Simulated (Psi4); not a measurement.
# C3H6 (SMILES C1CC1): MP2/def2-SVPD

Aim: the energy change on altering one bond length of C3H6 at MP2/def2-SVPD, from 2 runs. 

The results are computed with Psi4 1.11.

1 further run of the same task is left out (set aside as unsound or not needed).

### 1 The structure to begin with

C3H6: 9 atoms, total charge 0, spin state singlet. SMILES: `C1CC1`. Geometry: relaxed at PBE0-D4/def2-TZVP.

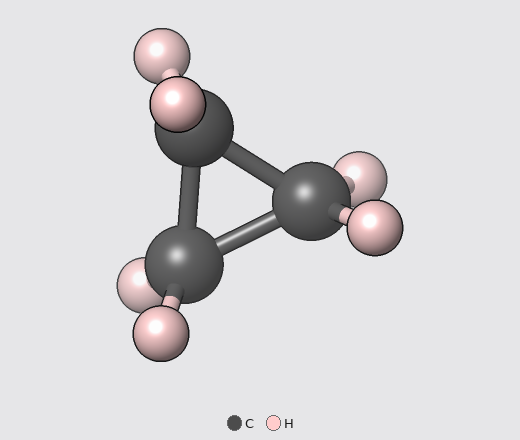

The structure, seen from a chosen angle (carbon dark grey, hydrogen pink).

### 2 A single-point energy at MP2/def2-SVPD

The input, c3h6.py:

```python
import psi4

psi4.set_memory('1600 MB')
psi4.set_num_threads(1)
psi4.set_output_file('c3h6.out', False)

molecule = psi4.geometry("""
C     -0.517900     0.019300    -0.686000
C      0.732100     0.469600     0.003900
C     -0.184700    -0.504300     0.676400
H     -1.333400     0.726200    -0.773800
H     -0.419800    -0.654400    -1.528000
H      0.766100     1.482700     0.384900
H      1.679800     0.102000    -0.369100
H      0.140000    -1.533900     0.760300
H     -0.773700    -0.153400     1.514500
units angstrom
symmetry c1
no_reorient
no_com
""")

options = {'reference': 'rhf', 'puream': True, 'e_convergence': 1e-09, 'd_convergence': 1e-08, 'scf_type': 'pk', 'num_frozen_docc': 3, 'mp2_type': 'conv'}
psi4.set_options(options)

energy_value = psi4.energy("mp2/def2-SVPD", molecule=molecule)
print('E =', round(energy_value, 9))
```

Run with:

```
$ python c3h6.py
```

c3h6.out:

```text
[...]
  Running in c1 symmetry.
[...]
  Nuclear repulsion =   76.073909003447099
[...]
  Multiplicity = 1
[...]
  Nalpha       = 12
  Nbeta        = 12
[...]
    Number of basis functions: 108
[...]
   @RHF iter   1:  -116.90202390344621   -2.06492e-01   3.23775e-03 ADIIS/DIIS
[...]
   @RHF iter   9:  -116.98068010218773   -5.42855e-12   3.66930e-09 DIIS
[...]
    Orbital Energies [Eh]
    ---------------------
    Doubly Occupied:
       1A    -11.228613     2A    -11.227592     3A    -11.227589
       4A     -1.128171     5A     -0.809685     6A     -0.809673
       7A     -0.670074     8A     -0.632280     9A     -0.511936
      10A     -0.511922    11A     -0.424063    12A     -0.424047
[...]
  @RHF Final Energy:  -116.98068010218773
   => Energetics <=
    Nuclear Repulsion Energy =             76.0739090034470991
    One-Electron Energy =                -306.8978868781736651
    Two-Electron Energy =                 113.8432977725388184
    Total Energy =                       -116.9806801021877334
[...]
 Multipole Moments:
 ------------------------------------------------------------------------------------
     Multipole            Electronic (a.u.)      Nuclear  (a.u.)        Total (a.u.)
 ------------------------------------------------------------------------------------
 L = 1.  Multiply by 2.5417464519 to convert [e a0] to [Debye]
 Dipole X            :         -0.4459668            0.4459754            0.0000085
 Dipole Y            :          0.2328047           -0.2328143           -0.0000096
 Dipole Z            :          0.0857863           -0.0857936           -0.0000073
 Magnitude           :                                                    0.0000147
[...]
	SCS-MP2 Total Energy (a.u.)        :  -117.42006561044862
	SOS-MP2 Total Energy (a.u.)        :  -117.38633746094301
	SCSN-MP2 Total Energy (a.u.)       :  -117.15876473157741
[...]
	SOS-PI-MP2 Total Energy (a.u.)     :  -117.45394702073557
[...]
	MP2 Total Energy (a.u.)            :  -117.41991234966733
[...]
```

The script printed:

```text
E = -117.41991235
```

It took 7.8 s on 1 thread of Intel Xeon 6975P-C (Granite Rapids), shared host; peak memory 0.74 GiB.

### 3 The distorted shape at the same level

The input, run.py:

```python
import numpy as np
from ase.calculators.psi4 import Psi4
from ase import Atoms

a = Atoms(['C', 'C', 'C', 'H', 'H', 'H', 'H', 'H', 'H'], positions=[
    [-0.547326, 0.221384, -0.433433],
    [0.702674, 0.671684, 0.256467],
    [-0.214126, -0.302216, 0.928967],
    [-1.362826, 0.928284, -0.521233],
    [-0.419800, -0.654400, -1.528000],
    [0.736674, 1.684784, 0.637467],
    [1.650374, 0.304084, -0.116533],
    [0.110574, -1.331816, 1.012867],
    [-0.803126, 0.048684, 1.767067],
])
calc = Psi4(atoms=a, method='mp2', basis='def2-SVPD', memory='1600MB', num_threads=1, charge=0, multiplicity=1, label='calc', reference='rhf')
calc.psi4.set_options({'puream': True, 'e_convergence': 1e-09, 'd_convergence': 1e-08, 'scf_type': 'pk', 'num_frozen_docc': 3, 'mp2_type': 'conv'})
a.calc = calc

print(f'energy: {a.get_potential_energy():.6f} eV')
```

Run with:

```
$ python run.py
```

calc.dat:

```text
[...]
  Running in c1 symmetry.
[...]
  Nuclear repulsion =   74.995001728903816
[...]
  Multiplicity = 1
[...]
  Nalpha       = 12
  Nbeta        = 12
[...]
    Number of basis functions: 108
[...]
   @RHF iter   1:  -116.85428728468989   -3.28955e-01   3.26050e-03 DIIS/ADIIS
[...]
   @RHF iter  11:  -116.93849880752506   -2.11742e-12   1.39411e-09 DIIS
[...]
    Orbital Energies [Eh]
    ---------------------
    Doubly Occupied:
       1A    -11.260973     2A    -11.232699     3A    -11.232026
       4A     -1.129678     5A     -0.813461     6A     -0.789368
       7A     -0.663196     8A     -0.622893     9A     -0.515082
      10A     -0.475013    11A     -0.429684    12A     -0.418635
[...]
  @RHF Final Energy:  -116.93849880752506
   => Energetics <=
    Nuclear Repulsion Energy =             74.9950017289038158
    One-Electron Energy =                -304.7015856777181284
    Two-Electron Energy =                 112.7680851412892480
    Total Energy =                       -116.9384988075250646
[...]
 Multipole Moments:
 ------------------------------------------------------------------------------------
     Multipole            Electronic (a.u.)      Nuclear  (a.u.)        Total (a.u.)
 ------------------------------------------------------------------------------------
 L = 1.  Multiply by 2.5417464519 to convert [e a0] to [Debye]
 Dipole X            :          0.0004757            0.0236187            0.0240944
 Dipole Y            :          0.2267327           -0.1622023            0.0645304
 Dipole Z            :          0.3288611           -0.2025619            0.1262993
 Magnitude           :                                                    0.1438618
[...]
	SCS-MP2 Total Energy (a.u.)        :  -117.38257614912662
	SOS-MP2 Total Energy (a.u.)        :  -117.38298179448445
	SCSN-MP2 Total Energy (a.u.)       :  -117.11688547473926
[...]
	SOS-PI-MP2 Total Energy (a.u.)     :  -117.41717279348133
[...]
	MP2 Total Energy (a.u.)            :  -117.38176485841097
[...]
```

Standard output:

```text
energy: -3194.120516 eV
```

Wall time 6.3 s (1 thread of Intel Xeon 6975P-C (Granite Rapids), shared host); peak memory 0.75 GiB.

### 4 Outcome

Level: MP2/def2-SVPD, 3 core orbitals frozen.

| quantity | value |
| --- | --- |
| first shape: total energy | -117.41991 Eh |
| first shape: HOMO energy (Hartree–Fock orbitals) | -11.54 eV |
| first shape: LUMO energy (Hartree–Fock orbitals) | 2.99 eV |
| first shape: HOMO–LUMO gap (Hartree–Fock orbitals) | 14.53 eV |
| first shape: correlation energy (3 core orbitals frozen) | -439.2 mEh |
| distorted shape: total energy | -117.38176 Eh |
| distorted shape: HOMO energy (Hartree–Fock orbitals) | -11.39 eV |
| distorted shape: LUMO energy (Hartree–Fock orbitals) | 2.95 eV |
| distorted shape: HOMO–LUMO gap (Hartree–Fock orbitals) | 14.34 eV |
| distorted shape: correlation energy (3 core orbitals frozen) | -443.3 mEh |
| energy change with the C1–H5 bond stretched from 1.083 to 1.408 Å | 1.038 eV |

In words: With the C1–H5 bond stretched from 1.083 to 1.408 Å the energy rises by 1.04 eV (24 kcal/mol). The first shape isn't relaxed at this level, so the change isn't measured from a minimum.
